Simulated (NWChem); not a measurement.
**GaH2O2F (SMILES [OH][Ga]([OH])[F]): levels of theory compared**

We compute a comparison of 3 runs (PBE/6-31G*, SVWN5/6-31G*, B3LYP/6-31G*) of GaH2O2F. 

The calculation is run with NWChem 7.3.0.

1 further run of the same task is left out (set aside as unsound or not needed).

**1. The structure to begin with**

GaH2O2F: 6 atoms, total charge 0, spin state singlet. As SMILES, `[OH][Ga]([OH])[F]`. The shape is that of a PBE0-D4/def2-TZVP optimisation. This is one conformer, not always the lowest.

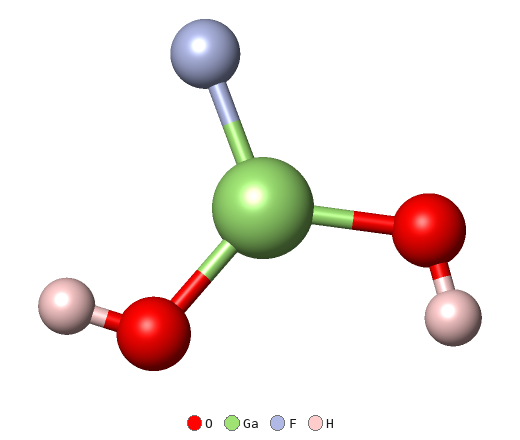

The structure, seen from a chosen angle (oxygen red, gallium green, fluorine light blue, hydrogen pink).

**2. Energy and gradient at PBE/6-31G(d) (spherical functions) (run 1)**

job.nw

```
start job
title "FGaH2O2"
memory 2200 mb
geometry units au noautosym nocenter noautoz
  O  -0.56162660  2.55301999 -1.08621458
  Ga -0.12887932 -0.64704223 -0.22223179
  O   1.50119843 -1.59171631  2.52335129
  F  -1.36551610 -3.00239687 -2.16335847
  H  -1.49061597  2.75711042 -2.63201055
  H   2.12443011 -0.18972850  3.49315874
end
basis "ao basis" spherical bse
  * library 6-31G*
end
dft
  xc xpbe96 cpbe96
  grid xfine
  convergence energy 1e-08
  maxiter 100
  mulliken
end
task dft gradient
```

The run is started by

```bash
$ nwchem job.nw > job.out
```

What it wrote:

```text
[...]
          Wavefunction type:  closed shell.
          No. of atoms     :     6
          No. of electrons :    58
[...]
          Charge           :     0
          Spin multiplicity:     1
[...]
          AO basis - number of functions:    78
[...]
              XC Information
              --------------
          PerdewBurkeErnzerhof Exchange Functional  1.000
            Perdew 1991 LDA Correlation Functional  1.000 local
           PerdewBurkeErnz. Correlation Functional  1.000 non-local
[...]
 d= 0,ls=0.0,diis     1  -2175.4346070241 -2.47D+03  3.12D-02  1.37D+00     2.4
[...]
 d= 0,ls=0.0,diis    10  -2175.5967538322 -7.51D-09  1.30D-06  3.23D-08    18.1
         Total DFT energy =    -2175.596753832166
      One electron energy =    -3625.002063872518
           Coulomb energy =     1254.450756027857
    Exchange-Corr. energy =     -102.959817533537
 Nuclear repulsion energy =      297.914371546032
[...]
      Total Density - Mulliken Population Analysis
     ---------------------------------------------
    Atom       Charge   Shell Charges
 -----------   ------   -------------------------------------------------------
    1 O    8     8.65   2.00  0.91  2.89  0.97  1.87  0.02
    2 Ga  31    30.19   2.00  2.00  6.00  2.00  5.99  0.87  0.99 -0.06  0.15  6.82  2.93  0.49
    3 O    8     8.64   2.00  0.91  2.89  0.97  1.87  0.02
    4 F    9     9.38   2.00  0.93  3.27  1.05  2.12  0.01
    5 H    1     0.57   0.48  0.09
    6 H    1     0.57   0.48  0.09
[...]
  wavefunction    = closed shell
                         DFT ENERGY GRADIENTS
    atom               coordinates                        gradient
                 x          y          z           x          y          z
   1 O      -0.561627   2.553020  -1.086215   -0.008212  -0.015997  -0.012850
   2 Ga     -0.128879  -0.647042  -0.222232    0.002252   0.001032   0.003666
   3 O       1.501198  -1.591716   2.523351   -0.002059   0.020851  -0.004353
   4 F      -1.365516  -3.002397  -2.163358    0.003695   0.008041   0.005759
   5 H      -1.490616   2.757110  -2.632011    0.008955   0.001178   0.014768
   6 H       2.124430  -0.189729   3.493159   -0.004631  -0.015105  -0.006990
[...]
```

Wall time 25 s (1 thread of Intel Xeon 6975P-C (Granite Rapids), shared host); peak memory 0.13 GiB.

**3. Energy and forces at SVWN5/6-31G(d) (spherical functions) (run 2)**

nw.nw

```
start nw
title "FGaH2O2"
memory total 2200 mb
charge 0
geometry noautosym nocenter noautoz
  O    -0.297200    1.351000   -0.574800
  Ga   -0.068200   -0.342400   -0.117600
  O     0.794400   -0.842300    1.335300
  F    -0.722600   -1.588800   -1.144800
  H    -0.788800    1.459000   -1.392800
  H     1.124200   -0.100400    1.848500
end
basis spherical bse
  * library 6-31G*
end
dft
  xc slater vwn_5
  grid xfine
  convergence energy 1e-08
  maxiter 100
  mulliken
  noprint "final vectors analysis"
end
task dft gradient
```

The run is started by

```bash
$ nwchem nw.nw > nw.out
```

What it wrote:

```text
[...]
          Wavefunction type:  closed shell.
          No. of atoms     :     6
          No. of electrons :    58
[...]
          Charge           :     0
          Spin multiplicity:     1
[...]
          AO basis - number of functions:    78
[...]
              XC Information
              --------------
                        Slater Exchange Functional  1.000 local
                      VWN V Correlation Functional  1.000 local
[...]
 d= 0,ls=0.0,diis     1  -2171.2340684016 -2.47D+03  3.36D-02  1.75D+00     1.7
[...]
 d= 0,ls=0.0,diis    12  -2171.4121692042 -4.27D-11  2.01D-07  9.97D-10    14.1
         Total DFT energy =    -2171.412169204239
      One electron energy =    -3624.695022177905
           Coulomb energy =     1254.081787305070
    Exchange-Corr. energy =      -98.713327218768
 Nuclear repulsion energy =      297.914392887365
[...]
      Total Density - Mulliken Population Analysis
     ---------------------------------------------
    Atom       Charge   Shell Charges
 -----------   ------   -------------------------------------------------------
    1 O    8     8.63   2.00  0.89  2.89  0.97  1.87  0.02
    2 Ga  31    30.28   2.00  2.00  6.00  2.00  5.99  0.91  1.05 -0.06  0.14  6.80  2.94  0.51
    3 O    8     8.63   2.00  0.89  2.89  0.97  1.86  0.02
    4 F    9     9.36   2.00  0.92  3.27  1.05  2.11  0.01
    5 H    1     0.55   0.46  0.10
    6 H    1     0.55   0.46  0.10
[...]
  wavefunction    = closed shell
                         DFT ENERGY GRADIENTS
    atom               coordinates                        gradient
                 x          y          z           x          y          z
   1 O      -0.561627   2.553020  -1.086214   -0.010979  -0.000722  -0.018134
   2 Ga     -0.128879  -0.647042  -0.222232    0.002149   0.001470   0.003471
   3 O       1.501198  -1.591716   2.523351    0.006290   0.017610   0.009636
   4 F      -1.365516  -3.002397  -2.163358   -0.002175  -0.003390  -0.003444
   5 H      -1.490616   2.757110  -2.632010    0.009630   0.001356   0.015877
   6 H       2.124430  -0.189728   3.493158   -0.004915  -0.016324  -0.007406
[...]
```

It took 20 s on 1 thread of Intel Xeon 6975P-C (Granite Rapids), shared host; peak memory 0.13 GiB.

**4. Energy and gradient at B3LYP/6-31G(d) (Cartesian functions) (run 3)**

a.nw

```
start a
memory stack 880 mb heap 220 mb global 1100 mb
geometry noautosym nocenter noautoz
  O       -0.297200       1.351000      -0.574800
  Ga      -0.068200      -0.342400      -0.117600
  O        0.794400      -0.842300       1.335300
  F       -0.722600      -1.588800      -1.144800
  H       -0.788800       1.459000      -1.392800
  H        1.124200      -0.100400       1.848500
end
basis
  * library 6-31G*
end
dft
  xc b3lyp
  grid xfine
  convergence energy 1e-08
  iterations 100
  mulliken
end
task dft gradient
```

The run is started by

```bash
$ nwchem a.nw > a.out
```

What it wrote:

```text
[...]
          Wavefunction type:  closed shell.
          No. of atoms     :     6
          No. of electrons :    58
[...]
          Charge           :     0
          Spin multiplicity:     1
[...]
          AO basis - number of functions:    84
[...]
              XC Information
              --------------
                         B3LYP Method XC Potential
                     Hartree-Fock (Exact) Exchange  0.200
                        Slater Exchange Functional  0.800 local
                    Becke 1988 Exchange Functional  0.720 non-local
              Lee-Yang-Parr Correlation Functional  0.810
                  VWN I RPA Correlation Functional  0.190 local
[...]
 d= 0,ls=0.0,diis     1  -2176.0577917401 -2.47D+03  2.35D-02  1.76D+00     2.6
[...]
 d= 0,ls=0.0,diis    10  -2176.1978169896 -4.82D-09  3.69D-07  1.07D-09    22.5
         Total DFT energy =    -2176.197816989643
      One electron energy =    -3625.607386064539
           Coulomb energy =     1255.089743434823
    Exchange-Corr. energy =     -103.594567247292
 Nuclear repulsion energy =      297.914392887365
[...]
      Total Density - Mulliken Population Analysis
     ---------------------------------------------
    Atom       Charge   Shell Charges
 -----------   ------   -------------------------------------------------------
    1 O    8     8.72   1.99  0.90  2.90  0.97  1.93  0.03
    2 Ga  31    30.00   2.00  1.99  6.00  1.95  5.99  0.90  0.97 -0.01  0.13  6.89  2.97  0.22
    3 O    8     8.72   1.99  0.90  2.90  0.97  1.92  0.03
    4 F    9     9.42   1.99  0.94  3.29  0.99  2.16  0.05
    5 H    1     0.57   0.47  0.10
    6 H    1     0.57   0.47  0.10
[...]
  wavefunction    = closed shell
                         DFT ENERGY GRADIENTS
    atom               coordinates                        gradient
                 x          y          z           x          y          z
   1 O      -0.561627   2.553020  -1.086214   -0.004275  -0.008661  -0.006678
   2 Ga     -0.128879  -0.647042  -0.222232    0.002458   0.003334   0.003904
   3 O       1.501198  -1.591716   2.523351   -0.001259   0.010709  -0.002566
   4 F      -1.365516  -3.002397  -2.163358    0.000937   0.002281   0.001452
   5 H      -1.490616   2.757110  -2.632010    0.004769   0.000216   0.007890
   6 H       2.124430  -0.189728   3.493158   -0.002631  -0.007879  -0.004001
[...]
```

It took 30 s on 1 thread of Intel Xeon 6975P-C (Granite Rapids), shared host; peak memory 0.13 GiB.

**5. The series**

```tsv
run	level	Cartesian functions	energy (Eh)	dipole moment (D)	HOMO energy (eV)	LUMO energy (eV)	wall time
1	PBE/6-31G* (spherical functions)	no	-2175.596754	1.91	-7.22	-2.20	25 s
2	SVWN5/6-31G* (spherical functions)	no	-2171.412169	2.00	–	–	20 s
3	B3LYP/6-31G* (Cartesian functions)	yes	-2176.197817	1.95	-8.68	-1.61	30 s
```

**6. Outcome**

```
                       quantity           value
            run 3: total energy  -2176.19782 Eh
           run 3: dipole moment          1.95 D
             run 3: HOMO energy        -8.68 eV
             run 3: LUMO energy        -1.61 eV
           run 3: HOMO–LUMO gap         7.07 eV
run 3: largest force on an atom      0.604 eV/Å
```

**Reading.** The dipole moment (its size) runs from 1.91 D (PBE/6-31G*) to 2.00 D (SVWN5/6-31G*). Totals of different functionals can't be ranked against each other. All runs together took 76 s, the longest 30 s.
